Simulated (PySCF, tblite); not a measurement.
# C5H7NO: vibronic structure

What do calculations give for the vibronic structure of C5H7NO (`C=C/C=C(\N)C=O`)?

Computed with tblite 0.8.0 and PySCF 2.14.0 and routines of our own; the level stands in each step. Atoms count from 0.

### 1 The system as given

14 atoms, charge 0, multiplicity 1; geometry from: force field or distance geometry start.

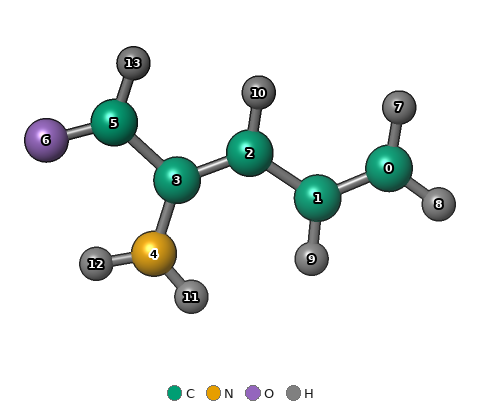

The starting geometry (carbon teal, nitrogen amber, oxygen purple, hydrogen grey).

### 2 Geometry optimisation with GFN2-xTB

What the job is given:

```
{"job": {"kind": "relax", "xc": "GFN2-xTB", "basis": "xTB"}, "charge": 0, "multiplicity": 1}
C      2.683700     0.278100     0.242900
C      1.480900    -0.148700    -0.200400
C      0.237400     0.325000     0.344700
C     -0.990400    -0.067200    -0.068500
N     -1.295400    -0.997200    -1.016800
C     -2.163700     0.567100     0.637000
O     -3.320100     0.286500     0.358800
H      2.779500     1.030700     1.031200
H      3.598000    -0.112900    -0.184400
H      1.457200    -0.902400    -0.974000
H      0.312700     1.074900     1.126200
H     -0.585600    -1.482800    -1.546500
H     -2.286000    -1.176000    -1.186700
H     -1.908800     1.309300     1.414300
```

Launch:

```sh
$ OMP_NUM_THREADS=1 python excited_run.py task.json out
```

One launch serves the whole session: the jobs run in the order shown.

What it wrote:

```text
step      E/eV     max force
  0    -576.40439    1.405
  1    -576.44814    1.067
  2    -576.46706    0.435
  3    -576.47476    0.302
  4    -576.47836    0.157
  5    -576.47960    0.130
  6    -576.48072    0.117
  7    -576.48195    0.059
  8    -576.48228    0.054
  9    -576.48252    0.059
 10    -576.48280    0.053
 11    -576.48313    0.068
 12    -576.48341    0.046
 13    -576.48362    0.032
 14    -576.48381    0.038
 15    -576.48397    0.037
 16    -576.48406    0.022
 17    -576.48411    0.022
 18    -576.48416    0.020
 19    -576.48421    0.022
 20    -576.48426    0.024
 21    -576.48429    0.019
 22    -576.48431    0.014
 23    -576.48435    0.019
 24    -576.48439    0.017
 25    -576.48442    0.015
 26    -576.48443    0.011
 27    -576.48445    0.013
 28    -576.48447    0.017
 29    -576.48451    0.019
 30    -576.48455    0.020
 31    -576.48460    0.021
 32    -576.48465    0.025
 33    -576.48474    0.034
 34    -576.48493    0.063
 35    -576.48521    0.098
 36    -576.48567    0.100
 37    -576.48704    0.091
 38    -576.48650    0.239
 39    -576.48818    0.095
 40    -576.48882    0.092
 41    -576.48978    0.097
 42    -576.49089    0.096
 43    -576.49186    0.086
 44    -576.49280    0.078
 45    -576.49346    0.075
 46    -576.49380    0.041
 47    -576.49402    0.035
 48    -576.49419    0.030
 49    -576.49429    0.032
 50    -576.49436    0.030
 51    -576.49444    0.026
 52    -576.49459    0.027
 53    -576.49482    0.032
 54    -576.49507    0.033
 55    -576.49522    0.028
 56    -576.49528    0.018
 57    -576.49532    0.014
 58    -576.49535    0.012
 59    -576.49537    0.015
 60    -576.49539    0.011
 61    -576.49540    0.006
```

Run time: 0.22 s. Hardware: 1 thread of AMD EPYC 9R14, shared host.

The steps of the relaxation: (not every step is listed)

```
step  energy from step 0 (eV)  largest force (eV/Å)
   0                   0.0000                1.4048
   1                  -0.0437                1.0672
   2                  -0.0627                0.4349
   3                  -0.0704                0.3022
   4                  -0.0740                0.1569
   5                  -0.0752                0.1295
   6                  -0.0763                0.1173
   7                  -0.0776                0.0591
   8                  -0.0779                0.0545
  12                  -0.0790                0.0465
  16                  -0.0797                0.0221
  20                  -0.0799                0.0237
  24                  -0.0800                0.0175
  28                  -0.0801                0.0172
  32                  -0.0803                0.0251
  36                  -0.0813                0.1003
  40                  -0.0844                0.0917
  44                  -0.0884                0.0783
  48                  -0.0898                0.0299
  52                  -0.0902                0.0271
  56                  -0.0909                0.0184
  57                  -0.0909                0.0145
  58                  -0.0910                0.0124
  59                  -0.0910                0.0150
  60                  -0.0910                0.0114
  61                  -0.0910                0.0065
```

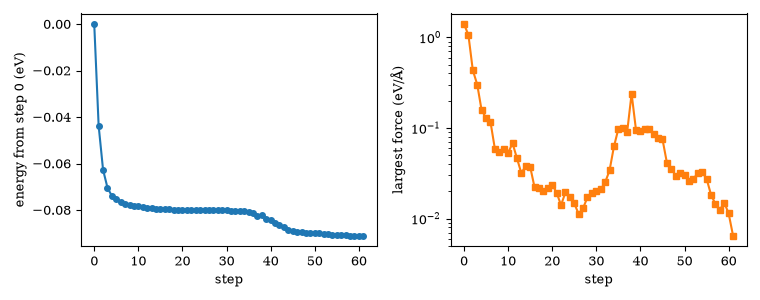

Energy and force, step by step.

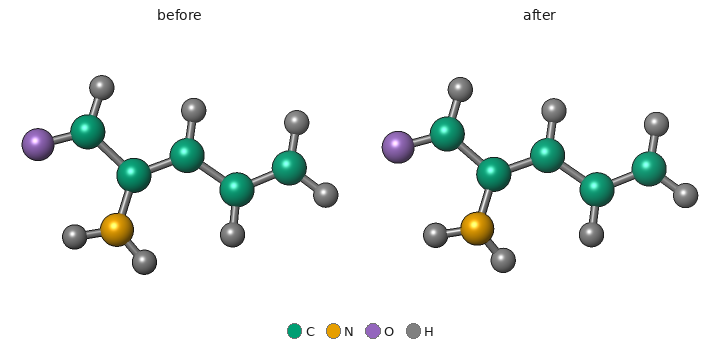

Before and after, at one scale.

Distances of close pairs at the start and the end, largest changes first:

```
  bond  before (Å)  after (Å)  change (Å)
 C3–C5       1.509      1.466      -0.043
 C0–H7       1.094      1.077      -0.017
 C0–C1       1.351      1.335      -0.016
 C5–O6       1.222      1.210      -0.012
N4–H12       1.021      1.009      -0.011
 C2–C3       1.354      1.362      +0.008
 C1–C2       1.438      1.431      -0.007
 C0–H8       1.082      1.076      -0.007
```

The next job starts from the end point, and lists it.

### 3 Harmonic vibrations with GFN2-xTB

What the job is given:

```
{"job": {"kind": "ir", "xc": "GFN2-xTB", "basis": "xTB"}, "charge": 0, "multiplicity": 1}
C      2.685629     0.270289     0.227990
C      1.488481    -0.156046    -0.182595
C      0.252811     0.330622     0.349891
C     -0.992507    -0.084362    -0.012712
N     -1.289776    -1.083385    -0.898987
C     -2.167623     0.533933     0.607787
O     -3.308193     0.276996     0.295841
H      2.781502     1.013348     1.002028
H      3.600379    -0.110692    -0.190569
H      1.434846    -0.912170    -0.955241
H      0.323078     1.098964     1.106407
H     -0.611239    -1.354602    -1.587889
H     -2.261369    -1.120041    -1.170340
H     -1.936698     1.281739     1.386222
```

What it wrote:

```text
mode    cm-1     km/mol
  1      91.4      2.99
  2     135.0      1.37
  3     160.0      4.07
  4     243.9      2.99
  5     276.0     14.50
  6     375.1    102.33
  7     393.2      3.30
  8     439.7     11.08
  9     501.7      0.84
 10     515.8    254.46
 11     645.5      0.34
 12     679.8      7.65
 13     808.8     10.92
 14     868.5      9.09
 15     908.9      2.03
 16     918.2     21.90
 17     975.3     31.91
 18    1001.5     20.60
 19    1063.5     42.31
 20    1176.0     21.83
 21    1224.0     16.41
 22    1286.2     25.86
 23    1354.4     74.19
 24    1371.5      9.43
 25    1415.0      0.88
 26    1466.5    136.41
 27    1614.2    123.72
 28    1634.0     22.26
 29    1720.1    673.44
 30    2802.0    103.72
 31    3052.8     23.78
 32    3079.0     32.24
 33    3105.8     16.41
 34    3138.2     43.92
 35    3437.6     40.56
 36    3527.9      4.24
```

It took 0.27 s on 1 thread of AMD EPYC 9R14, shared host.

The strongest bands and the atoms that carry them (share of the mass-weighted mode):

```
cm⁻¹  km/mol                        atoms
 375   102.3                     H11 68 %
 516   254.5            H12 75 %, N4 16 %
1354    74.2   H13 39 %, C3 22 %, C5 11 %
1466   136.4  H12 37 %, H11 24 %, N4 16 %
1614   123.7    C3 33 %, C2 26 %, C1 15 %
1720   673.4             C5 54 %, O6 37 %
2802   103.7                     H13 94 %
3138    43.9             H8 67 %, H7 22 %
```

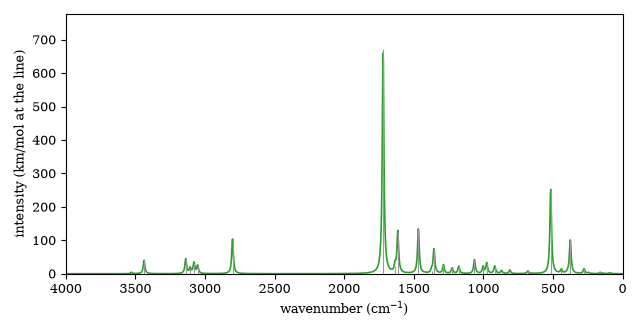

The infrared spectrum from these modes, unscaled. Lines are broadened to a width of 14 cm⁻¹ (Lorentzian).

### 4 Vibronic structure: TDA B3LYP/cc-pVDZ

The job, as its differences from that of step 3:

```diff
@@ -1,2 +1,2 @@
-{"job": {"kind": "ir", "xc": "GFN2-xTB", "basis": "xTB"}, "charge": 0, "multiplicity": 1}
+{"job": {"kind": "vib", "xc": "B3LYP", "basis": "cc-pVDZ", "tda": true}, "charge": 0, "multiplicity": 1}
 C      2.685629     0.270289     0.227990
```

Method: TDA B3LYP/cc-pVDZ vertical-gradient vibronic structure (displaced harmonic oscillators, Condon), gas phase.

What it wrote:

```text
final grid: 53504 points
cycle   1  E = -324.5477853274  dE =  1.136e+00  |g| = 8.464e-01  |ddm| = 7.539e+00
cycle   2  E = -324.0070491136  dE =  5.407e-01  |g| = 1.821e+00  |ddm| = 3.661e+00
cycle   3  E = -324.6850925391  dE = -6.780e-01  |g| = 2.338e-01  |ddm| = 2.645e+00
cycle   4  E = -324.6968052962  dE = -1.171e-02  |g| = 1.095e-01  |ddm| = 5.467e-01
cycle   5  E = -324.6993221824  dE = -2.517e-03  |g| = 5.722e-02  |ddm| = 2.418e-01
cycle   6  E = -324.7002035132  dE = -8.813e-04  |g| = 1.176e-02  |ddm| = 9.823e-02
cycle   7  E = -324.7002358939  dE = -3.238e-05  |g| = 3.970e-03  |ddm| = 1.990e-02
cycle   8  E = -324.7002394365  dE = -3.543e-06  |g| = 1.196e-03  |ddm| = 6.350e-03
cycle   9  E = -324.7002397634  dE = -3.269e-07  |g| = 4.657e-04  |ddm| = 2.337e-03
cycle  10  E = -324.7002398191  dE = -5.571e-08  |g| = 1.021e-04  |ddm| = 7.786e-04
cycle  11  E = -324.7002398209  dE = -1.761e-09  |g| = 5.386e-05  |ddm| = 2.243e-04
cycle  12  E = -324.7002398215  dE = -6.149e-10  |g| = 6.625e-06  |ddm| = 8.270e-05
converged SCF energy = -324.7002398215

Singlet excitations (eV, f): 3.832 (0.0001)  4.190 (0.5503)  5.616 (0.0242)  5.897 (0.0134)  6.415 (0.6367)  6.715 (0.0021)

State S1  3.8324 eV  f = 0.00009  H-1->L 0.96
  relaxed dipole 1.458 D, largest gradient of the excitation energy 0.1214 Eh/bohr
  mode    cm-1        S   lambda/meV  Raman
   29   1720.1    0.7443     158.7   1.000
   27   1614.2    0.3307      66.2   0.391
    5    276.0    1.2195      41.7   0.042
   23   1354.4    0.2003      33.6   0.167
   19   1063.5    0.2474      32.6   0.127
   21   1224.0    0.1157      17.6   0.079
   17    975.3    0.1291      15.6   0.056
   10    515.8    0.1629      10.4   0.020
   26   1466.5    0.0335       6.1   0.033
   22   1286.2    0.0370       5.9   0.028
    8    439.7    0.0795       4.3   0.007
   16    918.2    0.0346       3.9   0.013
  reorganisation energy 0.4103 eV, total S 3.775, 0-0 3.4221 eV
  absorption maximum 3.670 eV, width 0.646 eV

State S2  4.1905 eV  f = 0.55029  H->L 0.88
  relaxed dipole 4.543 D, largest gradient of the excitation energy 0.0519 Eh/bohr
  mode    cm-1        S   lambda/meV  Raman
    3    160.0    4.0757      80.9   0.272
   10    515.8    1.0964      70.1   0.761
    8    439.7    0.9792      53.4   0.494
    7    393.2    0.6709      32.7   0.271
   29   1720.1    0.1295      27.6   1.000
    5    276.0    0.8019      27.4   0.159
    6    375.1    0.3341      15.5   0.123
   26   1466.5    0.0774      14.1   0.435
   24   1371.5    0.0368       6.3   0.181
   17    975.3    0.0499       6.0   0.124
    2    135.0    0.2679       4.5   0.013
   35   3437.6    0.0084       3.6   0.260
  reorganisation energy 0.3671 eV, total S 8.964, 0-0 3.8234 eV
  absorption maximum 4.143 eV, width 0.404 eV

State S5  6.4148 eV  f = 0.63673  H-2->L 0.42, H->L+1 0.32
  relaxed dipole 3.826 D, largest gradient of the excitation energy 0.0497 Eh/bohr
  mode    cm-1        S   lambda/meV  Raman
    8    439.7    0.9271      50.5   0.304
   29   1720.1    0.1992      42.5   1.000
    3    160.0    1.3801      27.4   0.060
   28   1634.0    0.1322      26.8   0.599
    5    276.0    0.7618      26.1   0.098
    2    135.0    0.9060      15.2   0.028
   26   1466.5    0.0791      14.4   0.288
   20   1176.0    0.0884      12.9   0.208
   22   1286.2    0.0780      12.4   0.219
   10    515.8    0.1855      11.9   0.084
   16    918.2    0.1007      11.5   0.144
    7    393.2    0.2087      10.2   0.055
  reorganisation energy 0.2799 eV, total S 5.305, 0-0 6.1350 eV
  absorption maximum 6.315 eV, width 0.410 eV

State T1  2.0389 eV  f = 0.00000  H->L 0.97
  relaxed dipole 4.098 D, largest gradient of the excitation energy 0.1038 Eh/bohr
  mode    cm-1        S   lambda/meV  Raman
   27   1614.2    1.2742     255.0   1.000
   21   1224.0    0.3458      52.5   0.156
   10    515.8    0.7498      48.0   0.060
   26   1466.5    0.2228      40.5   0.144
    8    439.7    0.4603      25.1   0.027
    3    160.0    1.2173      24.2   0.009
   16    918.2    0.1114      12.7   0.028
   22   1286.2    0.0713      11.4   0.036
    6    375.1    0.2001       9.3   0.008
    7    393.2    0.1479       7.2   0.007
   25   1415.0    0.0317       5.6   0.019
    2    135.0    0.2920       4.9   0.002
  reorganisation energy 0.5176 eV, total S 5.735, 0-0 1.5213 eV
  absorption maximum 1.991 eV, width 0.668 eV
```

Wall time 12 s (1 thread of AMD EPYC 9R14, shared host); peak memory 0.62 GiB.

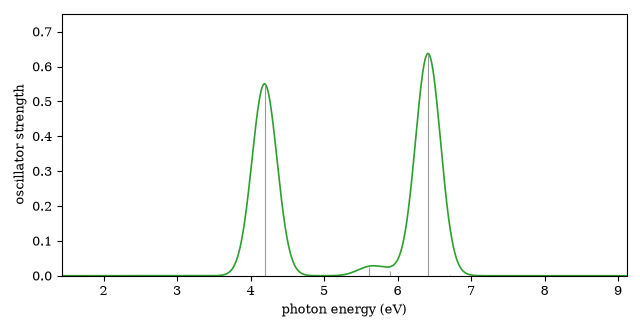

Absorption lines of the singlets. Lines are broadened to a width of 0.40 eV (Gaussian).

### 5 Summary of results

| quantity | value |
| --- | --- |
| strongest single infrared mode (GFN2-xTB) | 1720 cm⁻¹, 673 km/mol |
| zero-point energy (GFN2-xTB) | 67.8 kcal/mol |
| S1: vertical, reorganisation, 0-0, total S (step 4, TDA B3LYP/cc-pVDZ, modes from GFN2-xTB) | 3.83, 0.41, 3.42 eV; 3.8 |
| S2: vertical, reorganisation, 0-0, total S (step 4, TDA B3LYP/cc-pVDZ, modes from GFN2-xTB) | 4.19, 0.37, 3.82 eV; 9.0 |
| S5: vertical, reorganisation, 0-0, total S (step 4, TDA B3LYP/cc-pVDZ, modes from GFN2-xTB) | 6.41, 0.28, 6.13 eV; 5.3 |

No mode is imaginary among the 36: a minimum at this level. The strongest single mode, at 1720 cm⁻¹, moves mainly C5 and O6. Unscaled tight-binding wavenumbers are off by several per cent, some by more. Its intensities can rank the bands wrongly. The vibronic model keeps the ground-state modes (from xTB) and shifts them along the gradient alone, so it can miss much of the relaxation that a full optimisation finds.
